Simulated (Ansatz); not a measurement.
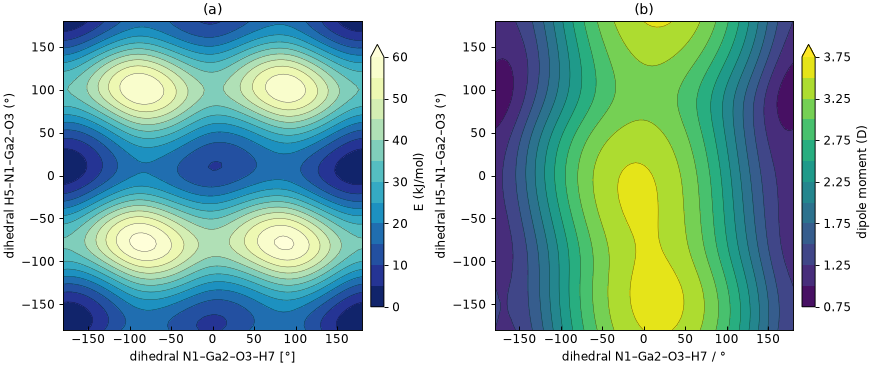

ClGaH3NO, SMILES [NH2][Ga]([OH])[Cl]. The first coordinate is: dihedral N1–Ga2–O3–H7; the second: dihedral H5–N1–Ga2–O3. Nothing is relaxed (all other coordinates rigid). Grid: 8 × 8 points. Points are written as (first, second). Energies are in kJ/mol, from the relaxed molecule at the same level. Theory: Ansatz 0.2.0, RKS PBE0-D4/def2-TZVP.

Panel (a) is the energy; panel (b) is the computed dipole moment, in D.

In the figure: filled contours, one colour for all values above the top of the scale. Between grid points the surface is interpolated.

How does the dipole moment vary over the map, and what is it at the lowest grid point?

Leaving out the highest fifth of the energies, it runs from 0.85 D at (−180°, 90°) to 3.59 D at (0°, −135°). At the lowest grid point, (−180°, −180°), it is 1.25 D.

| dihedral H5–N1–Ga2–O3 ↓, dihedral N1–Ga2–O3–H7 → | −180 | −135 | −90 | −45 | 0 | 45 | 90 | 135 |
| --- | --- | --- | --- | --- | --- | --- | --- | --- |
| 135 | 1.02 | 1.34 | 2.25 | 2.96 | 3.27 | 3.17 | 2.66 | 1.80 |
| 90 | 0.85 | 1.43 | 2.31 | 2.92 | 3.16 | 2.96 | 2.35 | 1.47 |
| 45 | 1.05 | 1.78 | 2.66 | 3.21 | 3.36 | 3.09 | 2.42 | 1.49 |
| 0 | 1.18 | 1.91 | 2.83 | 3.40 | 3.53 | 3.24 | 2.56 | 1.62 |
| −45 | 1.15 | 1.78 | 2.70 | 3.35 | 3.55 | 3.29 | 2.63 | 1.71 |
| −90 | 1.15 | 1.60 | 2.52 | 3.22 | 3.53 | 3.36 | 2.74 | 1.83 |
| −135 | 1.26 | 1.58 | 2.50 | 3.23 | 3.59 | 3.51 | 2.97 | 2.06 |
| −180 | 1.25 | 1.49 | 2.42 | 3.15 | 3.50 | 3.45 | 2.95 | 2.07 |
